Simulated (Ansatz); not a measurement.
**AlHCl2F: nudged elastic band**

The run: nudged elastic band of AlHCl2F, multiplicity 2. Method and program: UKS PBE-D4/def2-SVP (Ansatz 0.2.0).

One setting was made poor on purpose. It belongs to a series of runs on one base structure; here: band between the two ends. Figures and captions count atoms from 1; the log counts them from 0 in places.

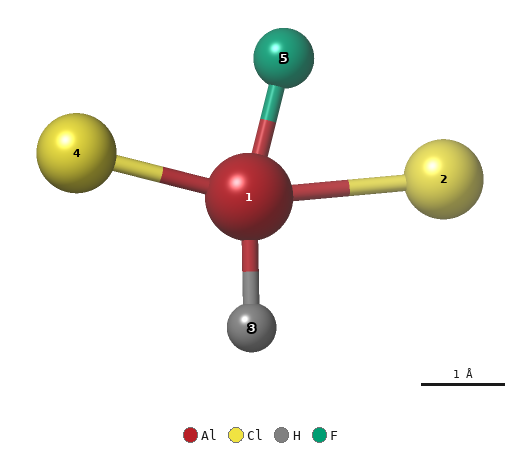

The structure as given in the input (ball-and-stick view, seen at a tilt; atoms are numbered from 1 in the order of the input). Sticks mark near contacts. Bond lengths as drawn: Al–Cl 2.18 to 2.40 Å, Al–F 1.74 Å and Al–H 1.58 Å.

**The input**
```yaml
crystal:
  periodic: [false, false, false]
  atoms:
    - { symbol: Al, position_ang: [-0.120731, 0.0, 0.749808] }
    - { symbol: Cl, position_ang: [1.577634, 0.0, 2.439626] }
    - { symbol: H, position_ang: [0.905467, 0.0, -0.452468] }
    - { symbol: Cl, position_ang: [-2.084949, 0.0, -0.192854] }
    - { symbol: F, position_ang: [-0.857621, 0.0, 2.320887] }
magnetization:
  spin_polarized: true
  initial_magnetization: 1
basis:
  gaussian: { orbitals: def2-SVP }
hamiltonian:
  xc: pbe
  dispersion: d4
neb:
  order_check: false
  images: 5
  f_tol: 0.05
  max_iterations: 60
  initial_path: linear
  final_atoms:
    - { symbol: Al, position_ang: [-0.16375154, 0.01567595, 1.25951672] }
    - { symbol: Cl, position_ang: [1.53076578, -0.98712783, 1.98951061] }
    - { symbol: H, position_ang: [0.34129737, 0.74526018, -0.30102296] }
    - { symbol: Cl, position_ang: [-1.32070236, -0.87865447, -0.3224719] }
    - { symbol: F, position_ang: [-0.96780925, 1.10484617, 2.23946653] }
```

Hardware: 2 threads of Arm Neoverse V2, 24 GiB of memory available, shared host.

Command:
```bash
ansatz run input.yaml --threads 2 --pin off --max-ram 3072MiB --backend cpu --events-out ev --progress --plain --runs-dir out
```

**Output**
```
Engine: ansatz 0.2.0, aarch64-unknown-linux-gnu
Functional definition: PBE
  parameter kappa = 0.804
  parameter beta = 0.06672455060314922
  exchange = pbe_x(kappa = kappa, mu = beta*pi^2/3)
  correlation = pbe_c(beta = beta)
789 factors; their error is unknown
mean field evaluation 1: about -34344.9366 eV, gradient 2.8e1 eV
mean field evaluation 2: about -34314.7518 eV, gradient 9.3e1 eV
mean field evaluation 4: about -34347.2562 eV, gradient 1.3e1 eV
mean field evaluation 8: about -34348.4346 eV, gradient 2.6e0 eV
mean field evaluation 16: about -34348.4533 eV, gradient 6.2e-4 eV
mean field evaluation 32: about -34348.0636 eV, gradient 2.8e0 eV
mean field evaluation 64: about -34347.1940 eV, gradient 4.7e0 eV
mean field evaluation 96: about -34346.7239 eV, gradient 1.3e1 eV
mean field -34348.45332926 eV, -1262.2823776326 hartree, gradient 1.8e-5 eV, S^2 0.751356; 11 other end points of the search recorded, 0 dependent functions left out
the calculation of the forces begins
reference -34348.45336344 eV, -1262.2823788884 hartree; 29, 28 occupied and 44, 45 virtual orbitals, 789 factors
789 factors; their error is unknown
mean field evaluation 128: about -34350.0014 eV, gradient 3.0e0 eV
mean field -34350.01325901 eV, -1262.3397039934 hartree, gradient 3.1e-5 eV, S^2 0.752827; 2 other end points of the search recorded, 0 dependent functions left out
[... from here on the field's lines of each further geometry are left out, up to the last ...]
NEB iter   1: max|band force component| = 2.698e0 eV/Å  barrier→ = 0.0713 eV  barrier← = 1.6369 eV  Δτ_max = 0.1956 Å  (1248 SCF iters)
NEB iter   2: max|band force component| = 1.262e0 eV/Å  barrier→ = 0.0000 eV  barrier← = 1.5656 eV  Δτ_max = 0.0799 Å  (256 SCF iters)
NEB iter   3: max|band force component| = 4.346e-1 eV/Å  barrier→ = -0.0490 eV  barrier← = 1.5166 eV  CI = image 1  Δτ_max = 0.1912 Å  (308 SCF iters)
NEB iter   4: max|band force component| = 4.591e-1 eV/Å  barrier→ = -0.1530 eV  barrier← = 1.4125 eV  CI = image 1  Δτ_max = 0.0827 Å  (207 SCF iters)
NEB iter   5: max|band force component| = 2.367e-1 eV/Å  barrier→ = -0.1223 eV  barrier← = 1.4433 eV  CI = image 1  Δτ_max = 0.0411 Å  (168 SCF iters)
NEB iter   6: max|band force component| = 2.257e-1 eV/Å  barrier→ = -0.1188 eV  barrier← = 1.4468 eV  CI = image 1  Δτ_max = 0.0206 Å  (168 SCF iters)
NEB iter   7: max|band force component| = 2.208e-1 eV/Å  barrier→ = -0.1118 eV  barrier← = 1.4537 eV  CI = image 1  Δτ_max = 0.0414 Å  (160 SCF iters)
NEB iter   8: max|band force component| = 1.960e-1 eV/Å  barrier→ = -0.0912 eV  barrier← = 1.4744 eV  CI = image 1  Δτ_max = 0.0834 Å  (157 SCF iters)
NEB iter   9: max|band force component| = 1.405e-1 eV/Å  barrier→ = -0.0432 eV  barrier← = 1.5224 eV  CI = image 1  Δτ_max = 0.0829 Å  (156 SCF iters)
NEB iter  10: max|band force component| = 9.279e-2 eV/Å  barrier→ = -0.0196 eV  barrier← = 1.5460 eV  CI = image 1  Δτ_max = 0.0824 Å  (172 SCF iters)
NEB iter  11: max|band force component| = 2.425e-1 eV/Å  barrier→ = -0.0091 eV  barrier← = 1.5565 eV  CI = image 1  Δτ_max = 0.0412 Å  (158 SCF iters)
NEB iter  12: max|band force component| = 9.186e-2 eV/Å  barrier→ = -0.0083 eV  barrier← = 1.5573 eV  CI = image 1  Δτ_max = 0.0815 Å  (152 SCF iters)
NEB iter  13: max|band force component| = 1.370e-1 eV/Å  barrier→ = -0.0103 eV  barrier← = 1.5553 eV  CI = image 1  Δτ_max = 0.0412 Å  (157 SCF iters)
NEB iter  14: max|band force component| = 1.265e-1 eV/Å  barrier→ = -0.0151 eV  barrier← = 1.5505 eV  CI = image 1  Δτ_max = 0.0412 Å  (145 SCF iters)
NEB iter  15: max|band force component| = 9.838e-2 eV/Å  barrier→ = -0.0078 eV  barrier← = 1.5578 eV  CI = image 1  Δτ_max = 0.0410 Å  (156 SCF iters)
NEB iter  16: max|band force component| = 1.840e-1 eV/Å  barrier→ = -0.0051 eV  barrier← = 1.5605 eV  CI = image 1  Δτ_max = 0.0206 Å  (148 SCF iters)
NEB iter  17: max|band force component| = 9.634e-2 eV/Å  barrier→ = -0.0104 eV  barrier← = 1.5552 eV  CI = image 1  Δτ_max = 0.0413 Å  (150 SCF iters)
NEB iter  18: max|band force component| = 7.610e-2 eV/Å  barrier→ = -0.0037 eV  barrier← = 1.5619 eV  CI = image 1  Δτ_max = 0.0412 Å  (156 SCF iters)
NEB iter  19: max|band force component| = 5.204e-2 eV/Å  barrier→ = -0.0047 eV  barrier← = 1.5609 eV  CI = image 1  Δτ_max = 0.0206 Å  (151 SCF iters)
NEB iter  20: max|band force component| = 9.162e-2 eV/Å  barrier→ = -0.0035 eV  barrier← = 1.5621 eV  CI = image 1  Δτ_max = 0.0103 Å  (145 SCF iters)
NEB iter  21: max|band force component| = 5.792e-2 eV/Å  barrier→ = -0.0028 eV  barrier← = 1.5628 eV  CI = image 1  Δτ_max = 0.0206 Å  (140 SCF iters)
NEB iter  22: max|band force component| = 6.712e-2 eV/Å  barrier→ = -0.0010 eV  barrier← = 1.5646 eV  CI = image 1  Δτ_max = 0.0103 Å  (142 SCF iters)
the calculation of the forces begins
reference -34349.93885289 eV, -1262.3369696190 hartree; 29, 28 occupied and 44, 45 virtual orbitals, 789 factors
789 factors; their error is unknown
mean field evaluation 1280: about -34346.2198 eV, gradient 1.2e1 eV
mean field -34348.45492511 eV, -1262.2824362787 hartree, gradient 1.4e-5 eV, S^2 0.751351; 7 other end points of the search recorded, 0 dependent functions left out
the calculation of the forces begins
reference -34348.45495923 eV, -1262.2824375327 hartree; 29, 28 occupied and 44, 45 virtual orbitals, 789 factors
NEB iter  23: max|band force component| = 4.381e-2 eV/Å  barrier→ = -0.0017 eV  barrier← = 1.5639 eV  CI = image 1  Δτ_max = 0.0000 Å  (468 SCF iters)
```

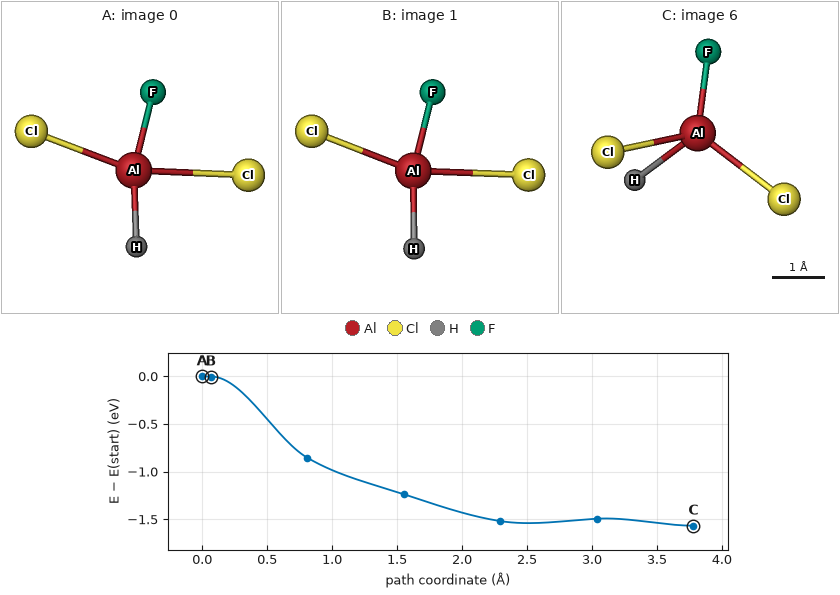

Images of the last band (counted from 0; ball-and-stick, seen at a tilt) above the energy along the path; the line is a cubic interpolation that uses the forces. No image lies above both ends; the end is 1.566 eV below the start. The path is 3.78 Å long. The band converged in 23 iterations.

```
Total energy: -34348.56801137 eV, -1262.2865921221 hartree
Atom 0 at    -0.117982     0.000683     0.752378 Å, force     0.021711     0.037165    -0.001294 eV/Å
Atom 1 at     1.571433    -0.040019     2.443121 Å, force    -0.000631    -0.035240     0.008040 eV/Å
Atom 2 at     0.910510     0.082037    -0.446659 Å, force    -0.013994     0.008755     0.006061 eV/Å
Atom 3 at    -2.076530    -0.036860    -0.201814 Å, force    -0.010599    -0.034565    -0.001579 eV/Å
Atom 4 at    -0.867631    -0.005842     2.317973 Å, force     0.003513     0.023885    -0.011228 eV/Å
Dipole moment:     0.203473    -0.006343    -0.082528 e Å
this run last wrote the band of iteration 23 to [file]
```

**The last band as extended XYZ (Å, eV, eV/Å)**
```
5
Properties=species:S:1:pos:R:3:forces:R:3 image=0 energy=-34348.56632
Al   -0.1207    0.0000    0.7498    0.0065   0.0000  -0.0012
Cl    1.5776    0.0000    2.4396    0.0016   0.0000   0.0009
H     0.9055    0.0000   -0.4525   -0.0035   0.0000  -0.0015
Cl   -2.0849    0.0000   -0.1929    0.0014   0.0000   0.0020
F    -0.8576    0.0000    2.3209   -0.0060   0.0000  -0.0001
5
Properties=species:S:1:pos:R:3:forces:R:3 image=1 energy=-34348.56798
Al   -0.1180    0.0007    0.7524    0.0217   0.0372  -0.0013
Cl    1.5714   -0.0400    2.4431   -0.0006  -0.0352   0.0080
H     0.9105    0.0820   -0.4467   -0.0140   0.0088   0.0061
Cl   -2.0765   -0.0369   -0.2018   -0.0106  -0.0346  -0.0016
F    -0.8676   -0.0058    2.3180    0.0035   0.0239  -0.0112
5
Properties=species:S:1:pos:R:3:forces:R:3 image=2 energy=-34349.42057
Al   -0.2347    0.0022    1.0806   -0.1723   0.0166   0.4609
Cl    1.7078   -0.1056    2.0356    0.2090  -0.0759  -0.5841
H     0.8576    0.0037   -0.3350   -0.0855   0.0316   0.1517
Cl   -1.7872   -0.0478   -0.3999    0.4011  -0.0656  -0.2651
F    -1.1237    0.1474    2.4837   -0.3524   0.0933   0.2366
5
Properties=species:S:1:pos:R:3:forces:R:3 image=3 energy=-34349.80227
Al   -0.2861    0.0058    1.1879   -0.0339  -0.0047   0.0678
Cl    1.6819   -0.4888    1.8679   -0.0092  -0.2160  -0.1132
H     0.7972    0.2717   -0.2477   -0.0378   0.2382   0.0497
Cl   -1.6163   -0.3607   -0.4374    0.1055  -0.2039  -0.0207
F    -1.1569    0.5721    2.4943   -0.0246   0.1864   0.0163
5
Properties=species:S:1:pos:R:3:forces:R:3 image=4 energy=-34350.08394
Al   -0.3095    0.0012    1.1972   -0.0060  -0.0063   0.0020
Cl    1.5677   -0.8434    1.7594   -0.0296  -0.0941  -0.0360
H     0.7642    0.6364   -0.0925   -0.0113   0.1258   0.0496
Cl   -1.5379   -0.6984   -0.3811    0.0228  -0.0974   0.0148
F    -1.0647    0.9043    2.3820    0.0242   0.0720  -0.0305
5
Properties=species:S:1:pos:R:3:forces:R:3 image=5 energy=-34350.05857
Al   -0.3028   -0.0736    1.1474   -0.0263   0.0166   0.0017
Cl    1.4532   -1.1221    1.7108    0.0394   0.1065  -0.0041
H     0.7293    1.0652    0.1262    0.0625  -0.1397  -0.0408
Cl   -1.5562   -0.9900   -0.2759   -0.0219   0.0722  -0.0163
F    -0.9038    1.1205    2.1565   -0.0538  -0.0555   0.0595
5
Properties=species:S:1:pos:R:3:forces:R:3 image=6 energy=-34350.13190
Al   -0.1675   -0.0026    1.2593    0.0010   0.0043   0.0176
Cl    1.4691   -1.1308    1.9365    0.0114  -0.0026   0.0058
H     0.3939    0.8125   -0.2384   -0.0090  -0.0022   0.0072
Cl   -1.3380   -0.7286   -0.3972   -0.0110  -0.0042  -0.0260
F    -0.9377    1.0495    2.3048    0.0076   0.0047  -0.0045
```

**Key numbers**

| quantity | value |
| --- | --- |
| outcome | converged |
| barrier, forward | −0.002 eV |
| barrier, backward | 1.564 eV |
| wall time | 3.5 min (CPU time 6.8 min) |
| peak memory | 0.17 GiB |

**Notes**

A deliberately poor setting: straight start. The order of the saddle point was not checked.
